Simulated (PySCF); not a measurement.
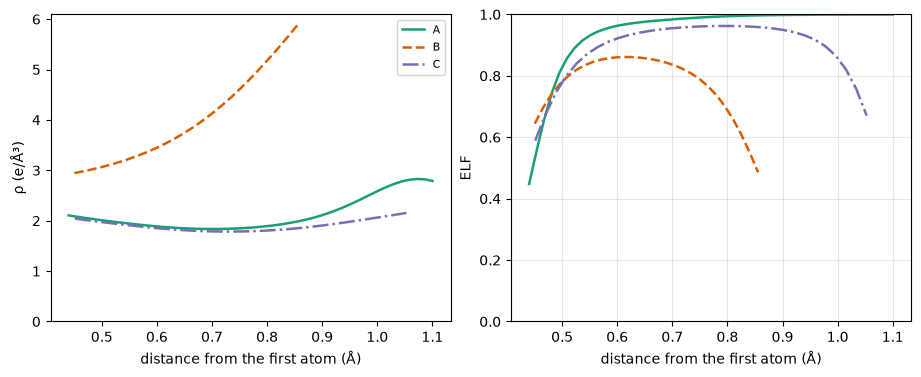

Figure 1: C$_{4}$H$_{8}$O (SMILES CCCC=O). Electron density and ELF along straight lines between neighbouring atoms. The curves leave out the atomic cores.

Geometry: PBE0-D3(BJ)/def2-SVP.

Level of theory: DFT single point, gas phase, functional PBE0 in PySCF 2.14.0, density-fitted response routines.

Input

```
{"job": {"kind": "sp", "xc": "PBE0", "basis": "def2-TZVP", "d3": "d3bj", "grid": 2}, "charge": 0, "multiplicity": 1}
C     -1.315284     0.466982     0.922048
C     -0.644914    -0.617171     0.091024
C      0.877675    -0.612290     0.209686
C      1.506065     0.618114    -0.384758
O      2.358728     1.283550     0.137136
H     -2.409961     0.432216     0.817649
H     -1.076579     0.353049     1.991145
H     -0.985592     1.474317     0.620726
H     -0.924196    -0.501781    -0.971222
H     -1.021993    -1.607601     0.390990
H      1.215484    -0.700684     1.254040
H      1.293799    -1.472287    -0.347043
H      1.116133     0.885163    -1.406017
```

Launched as:

```sh
OMP_NUM_THREADS=1 python redox_run.py task.json out
```

Question: Which curve belongs to which contact (C–C, C–H and C–O)? The first atom named is at distance zero.

Answer: Curve A: C–H (1.10 Å): ρ at the midpoint is about 1.9 e/Å³; the ELF climbs to about 1 towards the hydrogen, as it does in any bond to H; an ordinary covalent bond to hydrogen. Curve B: C–O (1.20 Å): ρ at the midpoint is about 3.5 e/Å³; the ELF peaks at about 0.85 between the atoms; a multiple bond. Curve C: C–C (1.50 Å): ρ at the midpoint is about 1.8 e/Å³; the ELF peaks at about 0.95 between the atoms: a shared electron pair.
